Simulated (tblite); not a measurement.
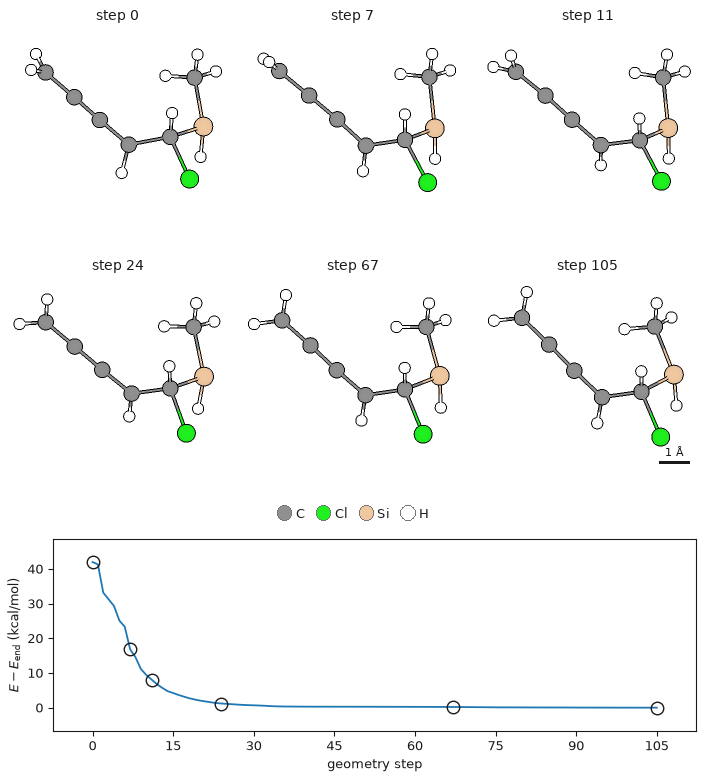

Frames of a relaxation of C6H8ClSi (multiplicity 2), marked on the history of the run. The picture is a ball-and-stick view, seen at a tilt.

Theory: tblite 0.8.0, GFN2-xTB geometry optimisation, gas phase. 

Describe the path.

Over 105 geometry steps the energy falls by 42.0 kcal/mol. The largest move after the best rigid fit is that of an H atom, 1.40 Å. Largest moves by element: H 1.40 Å, C 0.36 Å, Cl 0.29 Å, Si 0.11 Å. Some distances before and after: C–Si 1.856 → 1.932 Å, C–C 1.184 → 1.255 Å, C–Si 1.856 → 1.898 Å, H–Si 1.494 → 1.463 Å. Bond angles that change, for instance: C–C–Si 116.0° → 106.2°, C–Si–H 109.5° → 113.8°, C–C–H 116.8° → 120.5°. Cost: 0.75 s on 1 thread of Arm Neoverse V2 (shared host). From step 0 to 7: an H atom moves most (0.35 Å), energy −25.2 kcal/mol. From step 7 to 11: an H atom moves most (0.34 Å), energy −8.72 kcal/mol. From step 11 to 24: an H atom moves most (0.34 Å), energy −6.89 kcal/mol. From step 24 to 67: an H atom moves most (0.27 Å), energy −1.00 kcal/mol. From step 67 to 105: an H atom moves most (0.33 Å), energy −0.20 kcal/mol.

| step | E − E(0), kcal/mol |
| --- | --- |
| 0 | 0.00 |
| 1 | -0.67 |
| 2 | -8.83 |
| 3 | -10.75 |
| 4 | -12.68 |
| 5 | -16.88 |
| 6 | -18.64 |
| 7 | -25.15 |
| 8 | -27.45 |
| 9 | -30.83 |
| 10 | -32.55 |
| 15 | -37.74 |
| 20 | -39.93 |
| 25 | -40.87 |
| 30 | -41.29 |
| 35 | -41.61 |
| 40 | -41.68 |
| 45 | -41.69 |
| 50 | -41.70 |
| 55 | -41.71 |
| 60 | -41.73 |
| 65 | -41.76 |
| 70 | -41.80 |
| 75 | -41.87 |
| 80 | -41.89 |
| 85 | -41.91 |
| 90 | -41.93 |
| 95 | -41.95 |
| 100 | -41.96 |
| 105 | -41.97 |
